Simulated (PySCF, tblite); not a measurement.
**C₆H₁₁BF₂Si: geometry, infrared bands and NMR shifts**

What infrared bands and NMR shifts should C₆H₁₁BF₂Si (`C[C@@H](B(F)F)[SiH]1CC=CC1`) show?

Computed with tblite 0.8.0 and PySCF 2.14.0, with density-fitted response routines of our own, on a single molecule in the gas phase. Atoms are numbered from 0 throughout.

## (1) Starting geometry

21 atoms, charge 0, multiplicity 1; geometry from: force field or distance geometry start.

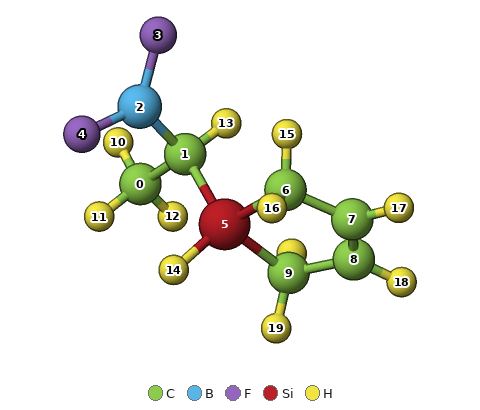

The starting geometry (carbon green, boron blue, fluorine purple, silicon red, hydrogen yellow), atoms numbered.

## (2) Relaxing the molecule with GFN2-xTB

The job: settings as JSON, then the geometry in Å.

```
{"job": {"kind": "relax", "xc": "GFN2-xTB", "basis": "xTB"}, "charge": 0, "multiplicity": 1}
C      2.324800     1.043500    -0.013100
C      1.306900     0.046600    -0.587500
B      2.034500    -1.348700    -0.909300
F      2.015400    -1.845200    -2.273600
F      2.684700    -2.099400     0.137500
Si    -0.091000    -0.256700     0.637000
C     -1.413700    -1.314800    -0.099900
C     -2.607200    -0.420600    -0.122200
C     -2.476100     0.822700     0.332300
C     -1.146500     1.251200     0.846900
H      3.131100     1.223600    -0.744900
H      2.754400     0.673200     0.940400
H      1.810900     2.020000     0.192600
H      0.879900     0.452100    -1.515600
H      0.379900    -0.769300     1.933600
H     -1.145700    -1.631100    -1.113000
H     -1.605100    -2.197400     0.551200
H     -3.565400    -0.787500    -0.509700
H     -3.322000     1.515800     0.335200
H     -1.205100     1.538700     1.918900
H     -0.753800     2.100200     0.239000
```

On the command line:

```bash
OMP_NUM_THREADS=1 python probes_run.py task.json out
```

The driver reads the jobs from task.json and runs them one after another.

Output:

```text
step      E/eV     max force
  0    -841.25612    3.530
  1    -841.71768    2.423
  2    -841.92012    2.457
  3    -842.00294    0.636
  4    -842.03767    0.406
  5    -842.06337    0.425
  6    -842.07314    0.337
  7    -842.08292    0.228
  8    -842.09006    0.273
  9    -842.09441    0.192
 10    -842.09801    0.167
 11    -842.10019    0.112
 12    -842.10175    0.125
 13    -842.10318    0.109
 14    -842.10491    0.101
 15    -842.10704    0.106
 16    -842.10945    0.122
 17    -842.11192    0.162
 18    -842.11450    0.147
 19    -842.11738    0.128
 20    -842.12052    0.133
 21    -842.12328    0.108
 22    -842.12525    0.118
 23    -842.12684    0.104
 24    -842.12868    0.110
 25    -842.13109    0.120
 26    -842.13411    0.150
 27    -842.13748    0.167
 28    -842.14086    0.141
 29    -842.14381    0.104
 30    -842.14589    0.085
 31    -842.14696    0.111
 32    -842.14762    0.145
 33    -842.14871    0.072
 34    -842.14964    0.050
 35    -842.15047    0.058
 36    -842.15098    0.050
 37    -842.15138    0.049
 38    -842.15197    0.067
 39    -842.15281    0.094
 40    -842.15371    0.089
 41    -842.15441    0.059
 42    -842.15497    0.069
 43    -842.15568    0.075
 44    -842.15670    0.098
 45    -842.15781    0.099
 46    -842.15862    0.057
 47    -842.15912    0.059
 48    -842.15951    0.046
 49    -842.15986    0.052
 50    -842.16012    0.044
 51    -842.16024    0.039
 52    -842.16038    0.030
 53    -842.16052    0.032
 54    -842.16071    0.028
 55    -842.16083    0.029
 56    -842.16094    0.025
 57    -842.16107    0.025
 58    -842.16124    0.026
 59    -842.16138    0.027
 60    -842.16147    0.020
 61    -842.16153    0.018
 62    -842.16158    0.018
 63    -842.16162    0.012
 64    -842.16164    0.009
```

Wall time 0.61 s (1 thread of Arm Neoverse V1, shared host).

Step by step: (not every step is listed)

```tsv
step	energy from step 0 (eV)	largest force (eV/Å)
0	0.0000	3.5298
1	-0.4616	2.4229
2	-0.6640	2.4575
3	-0.7468	0.6363
4	-0.7816	0.4062
5	-0.8072	0.4250
6	-0.8170	0.3368
7	-0.8268	0.2282
8	-0.8339	0.2730
13	-0.8471	0.1087
18	-0.8584	0.1466
23	-0.8707	0.1042
28	-0.8847	0.1414
33	-0.8926	0.0718
38	-0.8958	0.0673
43	-0.8996	0.0751
48	-0.9034	0.0463
53	-0.9044	0.0318
58	-0.9051	0.0264
59	-0.9053	0.0274
60	-0.9053	0.0196
61	-0.9054	0.0184
62	-0.9055	0.0185
63	-0.9055	0.0122
64	-0.9055	0.0085
```

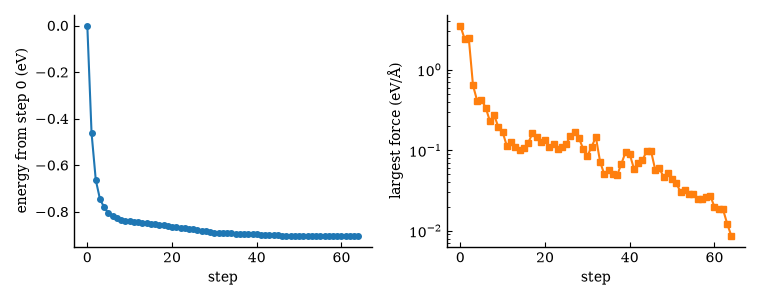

Energy and force, step by step.

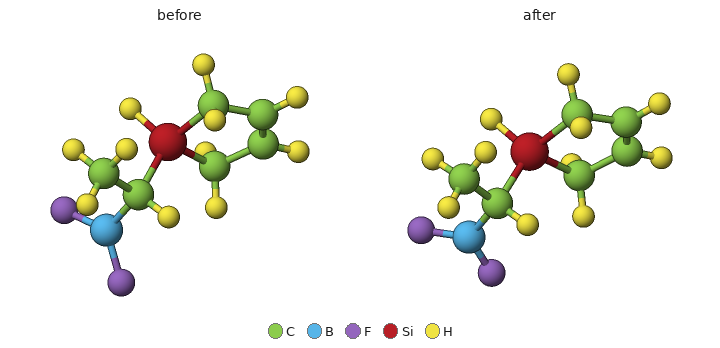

The geometry before (left) and after (right).

Close pairs (by a distance rule), those that changed most:

```tsv
bond	before (Å)	after (Å)	change (Å)
B2–F3	1.452	1.326	-0.126
B2–F4	1.443	1.323	-0.120
Si5–C6	1.847	1.906	+0.059
Si5–C9	1.853	1.910	+0.057
C1–B2	1.606	1.551	-0.055
C1–Si5	1.883	1.929	+0.046
C0–H12	1.122	1.088	-0.035
C9–H20	1.116	1.091	-0.024
```

The end geometry stands in the next job.

## (3) Vibrational analysis with GFN2-xTB

The job: settings as JSON, then the geometry in Å.

```
{"job": {"kind": "ir", "xc": "GFN2-xTB", "basis": "xTB"}, "charge": 0, "multiplicity": 1}
C      2.375806     1.072623     0.048946
C      1.422320     0.061984    -0.594849
B      2.042632    -1.326971    -0.899239
F      1.539232    -2.153663    -1.804972
F      3.040492    -1.854970    -0.209523
Si    -0.056129    -0.283830     0.595499
C     -1.456561    -1.339500    -0.150450
C     -2.647301    -0.426705    -0.120275
C     -2.503337     0.807167     0.328599
C     -1.153274     1.266519     0.793478
H      3.162535     1.355672    -0.647890
H      2.844351     0.640892     0.929030
H      1.845443     1.973027     0.350535
H      0.993432     0.496154    -1.501154
H      0.445255    -0.800043     1.879866
H     -1.263598    -1.669296    -1.172909
H     -1.668232    -2.241208     0.425236
H     -3.595298    -0.807421    -0.471188
H     -3.324515     1.508008     0.370055
H     -1.217325     1.611918     1.824982
H     -0.834847     2.126585     0.201955
```

Output:

```text
mode    cm-1     km/mol
  1      34.8      0.58
  2      41.1      0.40
  3      58.9      0.33
  4      78.5      1.16
  5     137.8      0.54
  6     166.0      2.23
  7     182.6      0.71
  8     208.4      0.93
  9     242.4      3.69
 10     348.3      0.03
 11     378.1      5.83
 12     427.5     21.65
 13     479.0      7.61
 14     530.5     28.74
 15     586.3     70.57
 16     621.1     63.65
 17     649.5     24.09
 18     668.9     30.97
 19     692.5    166.80
 20     745.7     10.35
 21     750.3     17.58
 22     792.9     58.67
 23     815.1     67.37
 24     832.2    107.15
 25     901.2      0.01
 26     980.3      7.02
 27     993.9      2.58
 28    1020.6     13.64
 29    1028.1    120.13
 30    1083.5      4.85
 31    1087.4     19.34
 32    1107.4     11.89
 33    1119.4     36.06
 34    1135.9     29.06
 35    1209.6    250.04
 36    1230.9      1.77
 37    1246.0     57.35
 38    1258.9    323.68
 39    1314.0     20.76
 40    1319.3    239.61
 41    1419.5      0.81
 42    1454.7      6.86
 43    1458.9      9.37
 44    1502.2      2.75
 45    1508.4      9.99
 46    1720.9     24.78
 47    2204.5    332.20
 48    2951.4     23.57
 49    2961.4     10.00
 50    2962.3     53.55
 51    2985.9     16.95
 52    2991.9     23.39
 53    3018.4     35.57
 54    3027.1     33.97
 55    3048.9     25.15
 56    3063.7     22.36
 57    3080.1     93.90
```

Wall time 1.1 s (1 thread of Arm Neoverse V1, shared host).

Which atoms move in the most intense modes:

```tsv
cm⁻¹	km/mol	atoms
692	166.8	H17 18 %, H18 18 %
832	107.2	H18 15 %, H17 14 %, H19 10 %
1028	120.1	H13 53 %, H12 16 %
1210	250.0	B2 42 %, H13 26 %, F3 14 %
1259	323.7	B2 64 %, F4 16 %, H13 13 %
1319	239.6	B2 27 %, C1 24 %, H13 18 %
2204	332.2	H14 97 %
3080	93.9	H17 54 %, H18 38 %
```

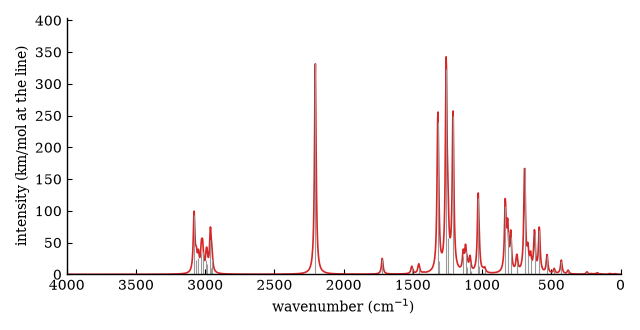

The infrared spectrum from these modes, unscaled. Lines are broadened to a width of 14 cm⁻¹ (Lorentzian).

## (4) Shielding tensors: PBE0/pcSseg-1

The job, as its differences from that of step 3:

```diff
@@ -1,2 +1,2 @@
-{"job": {"kind": "ir", "xc": "GFN2-xTB", "basis": "xTB"}, "charge": 0, "multiplicity": 1}
+{"job": {"kind": "nmr", "xc": "PBE0", "basis": "pcSseg-1"}, "charge": 0, "multiplicity": 1}
 C      2.375806     1.072623     0.048946
```

With the program's defaults for keys left out, this is: GIAO PBE0/pcSseg-1 NMR shielding, non-relativistic, gas phase.

Output:

```text
coarse grid: 18224 points
cycle   1  E = -748.5552780844  dE =  1.170e+00  |g| = 7.496e-01  |ddm| = 4.112e+00
cycle   2  E = -748.5029829041  dE =  5.230e-02  |g| = 9.641e-01  |ddm| = 1.103e+00
cycle   3  E = -748.6665679182  dE = -1.636e-01  |g| = 6.864e-02  |ddm| = 6.191e-01
cycle   4  E = -748.6673010454  dE = -7.331e-04  |g| = 3.317e-02  |ddm| = 7.328e-02
cycle   5  E = -748.6675377197  dE = -2.367e-04  |g| = 5.698e-03  |ddm| = 2.885e-02
cycle   6  E = -748.6675454406  dE = -7.721e-06  |g| = 1.351e-03  |ddm| = 7.776e-03
final grid: 172688 points
cycle   7  E = -748.7342028094  dE = -6.783e-05  |g| = 9.096e-03  |ddm| = 3.234e-02
cycle   8  E = -748.7341951192  dE =  7.690e-06  |g| = 1.061e-02  |ddm| = 1.657e-02
cycle   9  E = -748.7342237289  dE = -2.861e-05  |g| = 6.054e-04  |ddm| = 9.047e-03
cycle  10  E = -748.7342237768  dE = -4.791e-08  |g| = 3.608e-04  |ddm| = 7.463e-04
cycle  11  E = -748.7342238054  dE = -2.862e-08  |g| = 8.529e-05  |ddm| = 3.244e-04
cycle  12  E = -748.7342238071  dE = -1.701e-09  |g| = 2.981e-05  |ddm| = 1.056e-04
cycle  13  E = -748.7342238073  dE = -1.842e-10  |g| = 5.714e-06  |ddm| = 2.587e-05
converged SCF energy = -748.7342238073

GIAO shielding tensors (ppm)
atom      isotropic    diamagn.    paramagn.     s11        s22        s33       span
  0 C      176.252     245.811     -69.560    167.342    172.125    189.289     21.947
  1 C      175.064     260.031     -84.967    168.222    172.336    184.635     16.413
  2 B       71.336     196.221    -124.884     37.875     80.334     95.801     57.926
  3 F      244.270     469.357    -225.088     77.927    296.421    358.461    280.534
  4 F      249.669     466.537    -216.867     74.588    293.882    380.539    305.951
  5 Si     346.057     882.989    -536.932    297.872    360.426    379.873     82.001
  6 C      167.798     255.454     -87.656    155.369    158.804    189.220     33.851
  7 C       48.307     255.410    -207.104    -60.515     65.797    139.637    200.152
  8 C       49.330     255.346    -206.016    -59.856     66.565    141.281    201.136
  9 C      166.582     254.828     -88.246    152.742    160.149    186.856     34.114
 10 H       30.221      27.913       2.307     24.825     27.431     38.407     13.582
 11 H       30.423      29.631       0.792     26.522     28.353     36.392      9.870
 12 H       30.689      30.527       0.162     24.736     30.569     36.763     12.027
 13 H       30.935      35.215      -4.281     27.416     29.500     35.889      8.473
 14 H       27.147      31.220      -4.073     23.991     25.461     31.990      7.999
 15 H       29.935      32.987      -3.052     24.753     29.178     35.875     11.122
 16 H       29.989      31.226      -1.237     25.219     27.882     36.865     11.646
 17 H       25.604      29.796      -4.192     23.087     26.445     27.279      4.191
 18 H       25.612      29.788      -4.176     23.110     26.432     27.294      4.184
 19 H       29.855      31.259      -1.405     25.127     27.776     36.661     11.534
 20 H       30.092      33.059      -2.967     25.258     29.170     35.848     10.590
```

Wall time 68 s (1 thread of Arm Neoverse V1, shared host); peak memory 1.1 GiB.

Shifts follow as δ = σ(reference) − σ, with reference shieldings (ppm) from runs at the same level and on the same kind of geometry: ¹H TMS 31.72, ¹³C TMS 186.9, ²⁹Si TMS 349.2, ¹⁹F CFCl3 170.9, ¹¹B BF3·OEt2 100.1. The references are single molecules in the gas phase, so shifts against H2O, NH3, PH3, H3PO4 or CFCl3 are not on the usual liquid scales and can be off by tens of ppm. Atoms listed in one row are averaged.

```tsv
atoms	environment	σ (ppm)	δ (ppm)	δ scaled to CDCl3
C7	alkene CH	48.3	138.6	133.4
C8	alkene CH	49.3	137.6	132.4
C9	allylic sp3 CH2 bonded to Si	166.6	20.3	17.9
C6	allylic sp3 CH2 bonded to Si	167.8	19.1	16.8
C1	sp3 CH bonded to B and Si	175.1	11.9	9.7
C0	methyl carbon	176.3	10.7	8.5
H17	hydrogen on an alkene CH	25.60	6.11	5.87
H18	hydrogen on an alkene CH	25.61	6.11	5.86
H14	hydrogen on a silicon bonded to 3 C, in a 5-membered ring	27.15	4.57	–
H19	hydrogen on an allylic sp3 CH2 bonded to Si	29.85	1.86	1.86
H15	hydrogen on an allylic sp3 CH2 bonded to Si	29.94	1.78	1.79
H16	hydrogen on an allylic sp3 CH2 bonded to Si	29.99	1.73	1.73
H20	hydrogen on an allylic sp3 CH2 bonded to Si	30.09	1.62	1.64
H10, H11, H12	hydrogen on a methyl carbon	30.44	1.27	1.31
H13	hydrogen on an sp3 CH bonded to B and Si	30.93	0.78	0.84
B2	boron bonded to C, 2 F	71.3	28.7	–
F3, F4	fluorine bonded to B	247.0	-76.0	–
Si5	silicon bonded to 3 C, H, in a 5-membered ring	346.1	3.1	–
```

The scaled column applies a straight-line fit of computed shieldings to shifts measured in CDCl3, and one for carbons that bear F (root-mean-square error 0.16 ppm for H, 1.9 ppm for C).

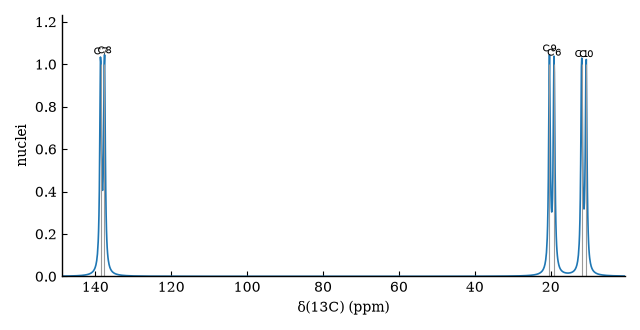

¹³C lines at the computed shifts, without couplings. Lines are broadened to a width of 0.51 ppm (Lorentzian).

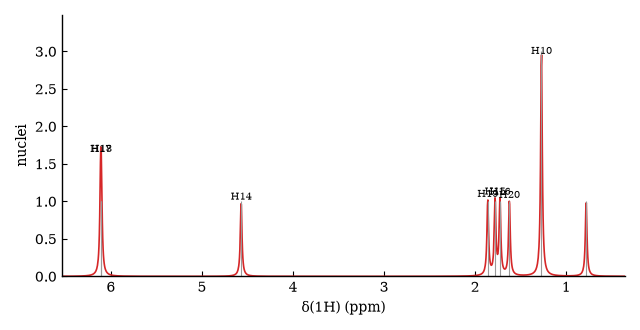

¹H lines at the computed shifts, without couplings. Lines are broadened to a width of 0.02 ppm (Lorentzian).

Charges from the same density, by scheme (e):

```tsv
atoms	Mulliken	IAO	Hirshfeld	ESP fit
C0	-0.24	-0.40	-0.12	-0.30
C1	-0.79	-0.55	-0.18	-0.18
B2	0.80	0.71	0.29	0.62
F3, F4	-0.30	-0.32	-0.14	-0.29
Si5	0.86	0.90	0.38	0.31
C6	-0.52	-0.55	-0.16	-0.09
C7	-0.16	-0.15	-0.05	-0.21
C8	-0.16	-0.15	-0.05	-0.23
C9	-0.52	-0.55	-0.16	-0.04
```

ESP fit charges:

C0 -0.30; C1 -0.18; B2 0.62; F3 -0.31; F4 -0.28; Si5 0.31; C6 -0.09; C7 -0.21; C8 -0.23; C9 -0.04; H10 0.10; H11 0.08; H12 0.07; H13 0.08; H14 -0.09; H15 0.05; H16 0.06; H17 0.13; H18 0.13; H19 0.04; H20 0.05

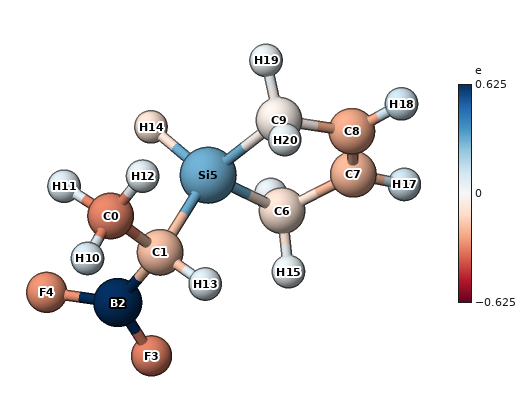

ESP fit charges, as colours on the atoms.

Mayer bond orders: C0–C1 1.02, C1–B2 0.98, B2–F3 1.09, B2–F4 1.10, C1–Si5 0.87, Si5–C6 0.90, C6–C7 1.05, C7–C8 1.91, C8–C9 1.05, C9–Si5 0.89.

Ring of atoms Si5, C6, C7, C8, C9: NICS(0) -1.8, NICS(1) -2.8, NICS(1)zz -1.5 ppm (means of both faces).

Orbitals, density, ELF and potential are computed afterwards from the orbital file.

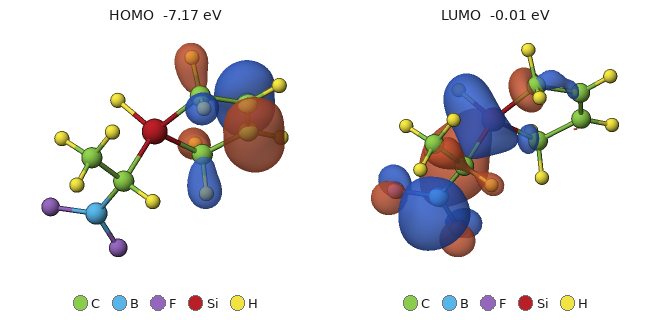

Frontier orbitals at PBE0/pcSseg-1; each surface holds 70 % of the orbital's density, blue and red mark the sign.

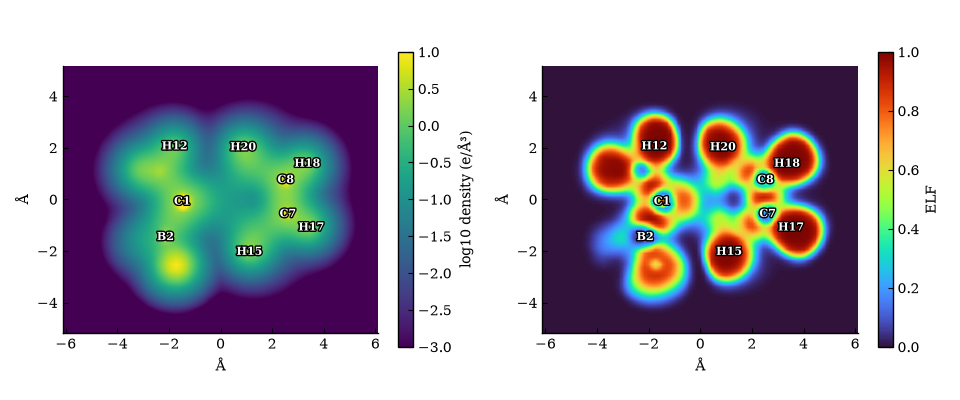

Density (left) and ELF (right) in a plane through or near 9 of the atoms.

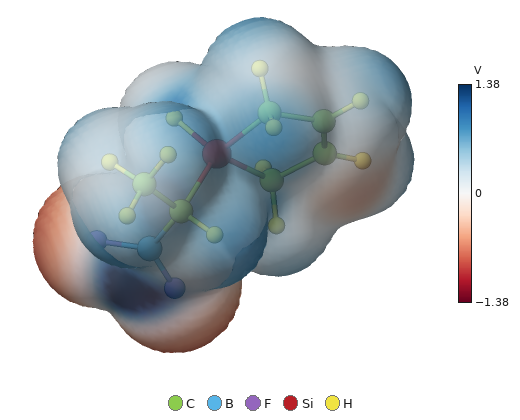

The potential that a unit positive charge feels on the 0.002 e/bohr³ surface, from -0.86 V near F3 to 1.38 V near B2.

## (5) Outcome

```
                                                                 quantity                                                     value
                                strongest single infrared mode (GFN2-xTB)                                     2204 cm⁻¹, 332 km/mol
                                             zero-point energy (GFN2-xTB)                                             99.9 kcal/mol
                                   ¹³C shifts against TMS (PBE0/pcSseg-1)                  138.6, 137.6, 20.3, 19.1, 11.9, 10.7 ppm
   ¹H shifts against TMS (PBE0/pcSseg-1, means over atoms taken as alike)  6.11, 6.11, 4.57, 1.86, 1.78, 1.73, 1.62, 1.27, 0.78 ppm
                              ¹¹B shifts against BF3·OEt2 (PBE0/pcSseg-1)                                                  28.7 ppm
¹⁹F shifts against CFCl3 (PBE0/pcSseg-1, means over atoms taken as alike)                                                 -76.0 ppm
                                  ²⁹Si shifts against TMS (PBE0/pcSseg-1)                                                   3.1 ppm
                                    surface potential, least and greatest                                        -0.86 V and 1.38 V
```

Over 64 steps the energy fell by 0.906 eV; of the close pairs, B2–F3 changed most, 1.452 to 1.326 Å. No mode is imaginary among the 57: a minimum at this level. The strongest single mode, at 2204 cm⁻¹, moves mainly H14. GFN2-xTB is a fitted tight-binding method: band positions and strengths are rough. Its intensities can rank the bands wrongly. At PBE0/pcSseg-1: Shielding is most anisotropic at F3, F4 (span 293 ppm, paramagnetic term -221 ppm).
